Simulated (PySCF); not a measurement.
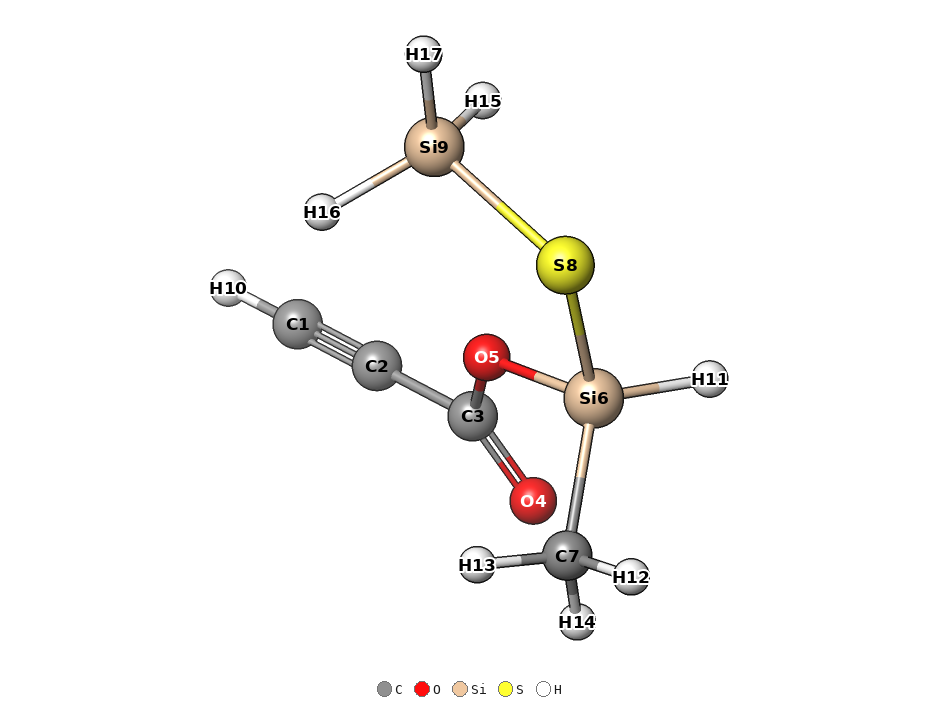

Computed geometry: GFN2-xTB optimisation. No frequency run is at hand to confirm it as a minimum. Electric field gradients from the ground-state density, PBE0/pcSseg-1 (PySCF 2.14.0), non-relativistic apart from any core potentials.

Give the largest field-gradient component, the quadrupole coupling constant and the asymmetry for 17O at O4 (Q = −25.6 mb), 17O at O5 (Q = −25.6 mb), 33S at S8 (Q = −67.81 mb), 2H at H10 (Q = 2.86 mb), 2H at H11 (Q = 2.86 mb), 2H at H12 (Q = 2.86 mb), 2H at H13 (Q = 2.86 mb).

```
atom  V_zz (a.u.)  e²qQ/h (MHz)     η
  O4       −1.623          9.76  0.20
  O5        1.362         −8.19  0.05
  S8       −1.599          25.5  0.84
 H10        0.388         0.261  0.02
 H11        0.164         0.110  0.05
 H12        0.325         0.219  0.01
 H13        0.318         0.214  0.01
```

The geometry is semi-empirical. Around Si such bond lengths and angles can be off by a tenth of an ångström or more and by several degrees, and values that hang on the shape move with them.
